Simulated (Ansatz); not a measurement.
Nudged elastic band, with input and output: CH6SSeSi (part 1 of 2)

The run: nudged elastic band of CH6SSeSi. Method and program: RKS B3LYP-D4/def2-SVP (Ansatz 0.2.0).

It belongs to a series of runs on one base structure; here: band between the two ends.

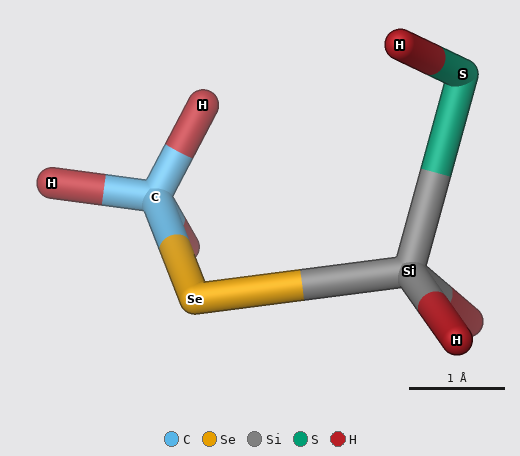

The input geometry (stick view, seen at a tilt). Bond lengths as drawn: C–H 1.10 Å, C–Se 1.98 Å, H–S 1.35 Å, H–Si 1.49 Å, Se–Si 2.28 Å and S–Si 2.16 Å.

The input:
```yaml
crystal:
  periodic: [false, false, false]
  atoms:
    - { symbol: C, position_ang: [-1.23227, 1.157955, -0.583884] }
    - { symbol: Se, position_ang: [-0.507078, 0.868642, 1.233037] }
    - { symbol: Si, position_ang: [0.541004, -1.11541, 0.802778] }
    - { symbol: S, position_ang: [1.918758, -0.988806, -0.860204] }
    - { symbol: H, position_ang: [-0.434808, 1.017696, -1.325133] }
    - { symbol: H, position_ang: [-1.596044, 2.193578, -0.613918] }
    - { symbol: H, position_ang: [-2.062925, 0.466606, -0.778082] }
    - { symbol: H, position_ang: [-0.399207, -2.187646, 0.375312] }
    - { symbol: H, position_ang: [1.208101, -1.484641, 2.081534] }
    - { symbol: H, position_ang: [2.647569, 0.020626, -0.328541] }
basis:
  gaussian: { orbitals: def2-SVP }
hamiltonian:
  xc: b3lyp
  dispersion: d4
neb:
  order_check: false
  images: 9
  f_tol: 0.05
  max_iterations: 46
  spring: { min: 2.0, max: 10.0 }
  final_atoms:
    - { symbol: C, position_ang: [-1.23352169, 0.89543449, -0.63430394] }
    - { symbol: Se, position_ang: [-0.48211581, 0.36784903, 1.10250104] }
    - { symbol: Si, position_ang: [0.78471672, -1.7778767, 0.12229412] }
    - { symbol: S, position_ang: [2.22287751, -0.43862177, -0.93332328] }
    - { symbol: H, position_ang: [-0.35986471, 1.14584119, -1.25014376] }
    - { symbol: H, position_ang: [-1.88682143, 1.76665481, -0.50609062] }
    - { symbol: H, position_ang: [-1.76965105, 0.04487056, -1.0725024] }
    - { symbol: H, position_ang: [-1.73510594, -0.22079361, 1.62926505] }
    - { symbol: H, position_ang: [1.53271985, -1.80928411, 1.45627303] }
    - { symbol: H, position_ang: [3.00986653, -0.02547389, 0.08892978] }
  initial_path:
    images:
      - { positions_ang: [[-1.23227, 1.157955, -0.583884], [-0.507078, 0.868642, 1.233037], [0.541004, -1.11541, 0.802778], [1.918758, -0.988806, -0.860204], [-0.434808, 1.017696, -1.325133], [-1.596044, 2.193578, -0.613918], [-2.062925, 0.466606, -0.778082], [-0.399207, -2.187646, 0.375312], [1.208101, -1.484641, 2.081534], [2.647569, 0.020626, -0.328541]] }
      - { positions_ang: [[-1.21869032, 1.12404199, -0.58802953], [-0.49803586, 0.82081923, 1.21342967], [0.53772959, -1.14434766, 0.7112895], [1.96982165, -0.93544955, -0.89346884], [-0.42734642, 1.05171673, -1.33373643], [-1.64191676, 2.14923705, -0.59900332], [-2.01791656, 0.41293213, -0.80993462], [-0.48955436, -1.96968146, 0.60234461], [1.19633708, -1.5845279, 1.97259191], [2.67267196, 0.02385943, -0.27258396]] }
      - { positions_ang: [[-1.20511064, 1.09012897, -0.59217506], [-0.48899373, 0.77299646, 1.19382234], [0.53445518, -1.17328531, 0.619801], [2.02088529, -0.8820931, -0.92673367], [-0.41988485, 1.08573746, -1.34233986], [-1.68778951, 2.10489611, -0.58408864], [-1.97290811, 0.35925826, -0.84178724], [-0.57990172, -1.75171691, 0.82937723], [1.18457317, -1.6844148, 1.86364981], [2.69777492, 0.02709286, -0.21662692]] }
      - { positions_ang: [[-1.19153096, 1.05621596, -0.59632058], [-0.47995159, 0.7251737, 1.17421501], [0.53118076, -1.20222297, 0.5283125], [2.07194894, -0.82873665, -0.95999851], [-0.41242327, 1.1197582, -1.35094328], [-1.73366227, 2.06055516, -0.56917395], [-1.92789967, 0.30558439, -0.87363986], [-0.67024908, -1.53375237, 1.05640984], [1.17280925, -1.7843017, 1.75470772], [2.72287788, 0.0303263, -0.16066987]] }
      - { positions_ang: [[-1.17795128, 1.02230294, -0.60046611], [-0.47090946, 0.67735093, 1.15460768], [0.52790635, -1.23116063, 0.436824], [2.12301259, -0.7753802, -0.99326335], [-0.4049617, 1.15377893, -1.35954671], [-1.77953502, 2.01621421, -0.55425927], [-1.88289122, 0.25191052, -0.90549249], [-0.76059644, -1.31578783, 1.28344245], [1.16104533, -1.88418861, 1.64576563], [2.74798084, 0.03355973, -0.10471283]] }
      - { positions_ang: [[-1.16437159, 0.98838993, -0.60461164], [-0.46186732, 0.62952816, 1.13500035], [0.52463194, -1.26009828, 0.34533551], [2.17407623, -0.72202375, -1.02652818], [-0.39750012, 1.18779966, -1.36815014], [-1.82540778, 1.97187327, -0.53934459], [-1.83788278, 0.19823664, -0.93734511], [-0.8509438, -1.09782329, 1.51047506], [1.14928142, -1.98407551, 1.53682353], [2.7730838, 0.03679316, -0.04875579]] }
      - { positions_ang: [[-1.17820161, 0.96979884, -0.6105501], [-0.46591702, 0.57719234, 1.12850049], [0.57664889, -1.36365397, 0.30072723], [2.18383649, -0.66534335, -1.0078872], [-0.38997304, 1.17940797, -1.34454886], [-1.83769051, 1.93082958, -0.5326938], [-1.82423643, 0.16756343, -0.96437657], [-1.02777622, -0.92241735, 1.53423306], [1.2259691, -1.94911723, 1.52071343], [2.82044034, 0.02433975, -0.02121868]] }
      - { positions_ang: [[-1.19203163, 0.95120775, -0.61648856], [-0.46996672, 0.52485651, 1.12200062], [0.62866585, -1.46720965, 0.25611895], [2.19359675, -0.60866296, -0.98924622], [-0.38244595, 1.17101627, -1.32094759], [-1.84997324, 1.88978588, -0.526043], [-1.81059008, 0.13689021, -0.99140802], [-1.20460865, -0.74701141, 1.55799106], [1.30265679, -1.91415895, 1.50460333], [2.86779689, 0.01188634, 0.00631844]] }
      - { positions_ang: [[-1.20586165, 0.93261667, -0.62242702], [-0.47401641, 0.47252068, 1.11550076], [0.68068281, -1.57076533, 0.21151068], [2.203357, -0.55198256, -0.97060524], [-0.37491887, 1.16262458, -1.29734631], [-1.86225597, 1.84874219, -0.51939221], [-1.79694374, 0.10621699, -1.01843948], [-1.38144108, -0.57160548, 1.58174905], [1.37934448, -1.87920067, 1.48849323], [2.91515344, -0.00056707, 0.03385555]] }
      - { positions_ang: [[-1.21969167, 0.91402558, -0.62836548], [-0.47806611, 0.42018486, 1.1090009], [0.73269976, -1.67432102, 0.1669024], [2.21311726, -0.49530217, -0.95196426], [-0.36739179, 1.15423289, -1.27374504], [-1.8745387, 1.8076985, -0.51274142], [-1.78329739, 0.07554378, -1.04547094], [-1.55827351, -0.39619954, 1.60550705], [1.45603217, -1.84424239, 1.47238313], [2.96250999, -0.01302048, 0.06139267]] }
      - { positions_ang: [[-1.23352169, 0.89543449, -0.63430394], [-0.48211581, 0.36784903, 1.10250104], [0.78471672, -1.7778767, 0.12229412], [2.22287751, -0.43862177, -0.93332328], [-0.35986471, 1.14584119, -1.25014376], [-1.88682143, 1.76665481, -0.50609062], [-1.76965105, 0.04487056, -1.0725024], [-1.73510594, -0.22079361, 1.62926505], [1.53271985, -1.80928411, 1.45627303], [3.00986653, -0.02547389, 0.08892978]] }
```

Command:
```bash
ansatz run input.yaml --threads 2 --pin off --max-ram 3072MiB --backend cpu --events-out ev --progress --plain --runs-dir out
```

Output:
```
Engine: ansatz 0.2.0, x86_64-unknown-linux-gnu
Functional definition: B3LYP
  parameter a0 = 0.2
  parameter ax = 0.72
  parameter ac = 0.81
  exchange = (1 - a0 - ax)*slater_x + ax*b88_x + a0*exact_x
  correlation = (1 - ac)*vwn_rpa_c + ac*lyp_c
1168 factors; integrals over basis functions are off by at most 3.4e-4 eV
mean field evaluation 1: about -85182.2940 eV, gradient 4.0e1 eV
mean field evaluation 2: about -85179.0572 eV, gradient 5.0e1 eV
mean field evaluation 4: about -85186.1934 eV, gradient 1.3e0 eV
mean field evaluation 8: about -85186.2073 eV, gradient 2.5e-2 eV
mean field -85186.20728429 eV, -3130.5353764127 hartree, gradient 1.5e-5 eV, S^2 0.000000; 0 other end points of the search recorded, 0 dependent functions left out
the calculation of the forces begins
reference -85186.20753539 eV, -3130.5353856404 hartree; 38, 38 occupied and 74, 74 virtual orbitals, 1168 factors
1168 factors; integrals over basis functions are off by at most 7.9e-4 eV
mean field evaluation 16: about -85180.0750 eV, gradient 4.1e1 eV
mean field -85184.43217780 eV, -3130.4701424521 hartree, gradient 2.2e-5 eV, S^2 0.000000; 0 other end points of the search recorded, 0 dependent functions left out
[... from here on the field's lines of each further geometry are left out, up to the last ...]
NEB iter   1: max|band force component| = 6.059e0 eV/Å  barrier→ = 4.0027 eV  barrier← = 2.2623 eV  Δτ_max = 0.2000 Å  (292 SCF iters)
NEB iter   2: max|band force component| = 2.643e0 eV/Å  barrier→ = 3.0946 eV  barrier← = 1.3542 eV  Δτ_max = 0.2000 Å  (258 SCF iters)
NEB iter   3: max|band force component| = 1.345e0 eV/Å  barrier→ = 2.5779 eV  barrier← = 0.8375 eV  Δτ_max = 0.1951 Å  (255 SCF iters)
NEB iter   4: max|band force component| = 7.644e-1 eV/Å  barrier→ = 2.4369 eV  barrier← = 0.6965 eV  Δτ_max = 0.2000 Å  (253 SCF iters)
NEB iter   5: max|band force component| = 8.373e-1 eV/Å  barrier→ = 2.3663 eV  barrier← = 0.6259 eV  Δτ_max = 0.0999 Å  (256 SCF iters)
NEB iter   6: max|band force component| = 8.328e-1 eV/Å  barrier→ = 2.3557 eV  barrier← = 0.6153 eV  Δτ_max = 0.0504 Å  (250 SCF iters)
NEB iter   7: max|band force component| = 5.529e-1 eV/Å  barrier→ = 2.3353 eV  barrier← = 0.5949 eV  Δτ_max = 0.0501 Å  (236 SCF iters)
NEB iter   8: max|band force component| = 2.651e-1 eV/Å  barrier→ = 2.3184 eV  barrier← = 0.5780 eV  CI = image 4  Δτ_max = 0.0914 Å  (232 SCF iters)
NEB iter   9: max|band force component| = 1.561e-1 eV/Å  barrier→ = 2.3249 eV  barrier← = 0.5845 eV  CI = image 4  Δτ_max = 0.0499 Å  (234 SCF iters)
NEB iter  10: max|band force component| = 9.905e-2 eV/Å  barrier→ = 2.3213 eV  barrier← = 0.5809 eV  CI = image 4  Δτ_max = 0.0681 Å  (236 SCF iters)
NEB iter  11: max|band force component| = 1.064e-1 eV/Å  barrier→ = 2.3192 eV  barrier← = 0.5788 eV  CI = image 4  Δτ_max = 0.0339 Å  (230 SCF iters)
NEB iter  12: max|band force component| = 6.682e-2 eV/Å  barrier→ = 2.3188 eV  barrier← = 0.5784 eV  CI = image 4  Δτ_max = 0.0274 Å  (234 SCF iters)
the calculation of the forces begins
reference -85184.40776530 eV, -3130.4692453092 hartree; 38, 38 occupied and 74, 74 virtual orbitals, 1168 factors
1168 factors; integrals over basis functions are off by at most 1.1e-3 eV
mean field evaluation 928: about -85183.8709 eV, gradient 5.6e-5 eV
mean field -85183.87086910 eV, -3130.4495147378 hartree, gradient 5.6e-5 eV, S^2 0.000000; 1 other end points of the search recorded, 0 dependent functions left out
the calculation of the forces begins
reference -85183.87111633 eV, -3130.4495238234 hartree; 38, 38 occupied and 74, 74 virtual orbitals, 1168 factors
NEB iter  13: max|band force component| = 4.722e-2 eV/Å  barrier→ = 2.3185 eV  barrier← = 0.5781 eV  CI = image 4  Δτ_max = 0.0000 Å  (476 SCF iters)
```

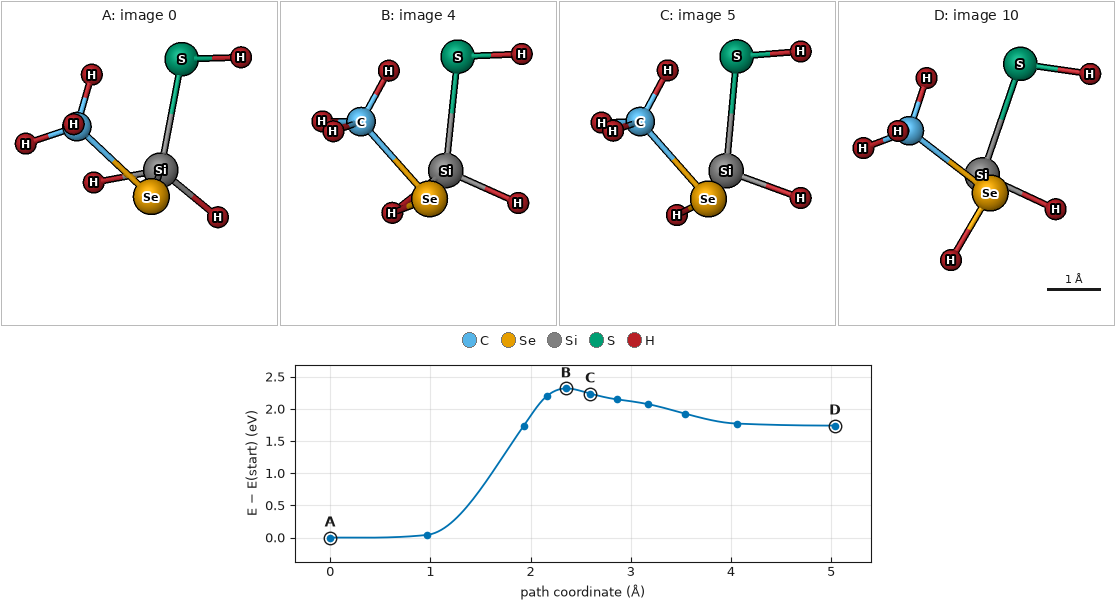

Images of the last band (counted from 0; ball-and-stick, seen at a tilt) above the energy along the path; the line is a cubic interpolation that uses the forces. The highest image is number 4, 2.318 eV above the start and 0.578 eV above the end (the climbing image); the end lies 1.740 eV above the start. The path is 5.04 Å long. The band converged in 13 iterations.
